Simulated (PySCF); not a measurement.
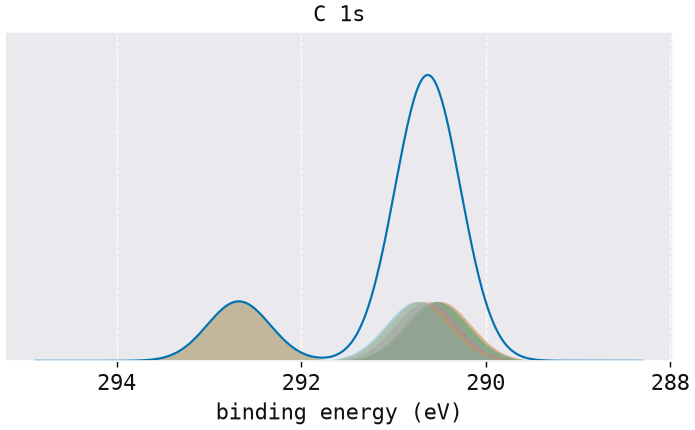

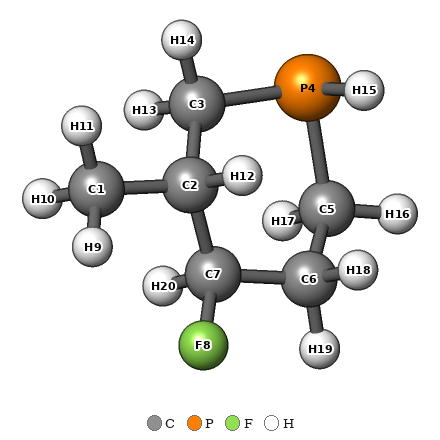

Simulated XPS of C₆H₁₂FP, SMILES C[C@@H]1CPCC[C@H]1F. Vertical core-electron binding energies by ΔSCF (SCAN, pcX-2 on the ionised atom, pcseg-1 elsewhere, spin-free X2C; PySCF 2.14.0, at a PBE0-D3(BJ)/def2-SVP geometry (no frequency check)), gas phase, against the vacuum level. One atom of each kind was ionised; within a panel, areas follow the number of like atoms, Gaussians of 0.8 eV full width. Only the regions named are shown. Lines closer than the width merge in the curve.

Q: Which atoms give which peak?

A:
| level | atoms | binding energy (eV) |
| --- | --- | --- |
| C 1s | C7 | 292.7 |
| C 1s | C6 | 290.7 |
| C 1s | C2 | 290.7 |
| C 1s | C5 | 290.6 |
| C 1s | C3 | 290.5 |
| C 1s | C1 | 290.5 |

Q: How large is the chemical shift across the C 1s region?

A: 2.2 eV, from C1 at 290.5 eV to C7 at 292.7 eV.

Caveats: one conformer of a flexible molecule.
